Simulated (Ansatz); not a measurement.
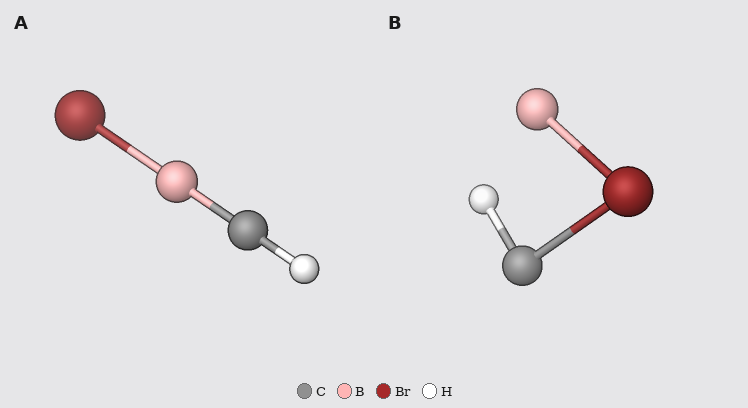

2 stationary structures of one formula. Charge 0, doublet. Geometries: PBE0-D4/def2-TZVP. Electronic energies: UHF-CCSD(T) (frozen core)/def2-TZVPP (Ansatz 0.2.0), without zero-point energy. No frequency run is at hand to confirm each as a minimum.

Rank them by energy, lowest first.

Answer. A is lowest (C∞v); B lies 463.1 kJ/mol above it (Cs).

The determinant isn't a pure spin state (⟨S²⟩ up to 1.14).
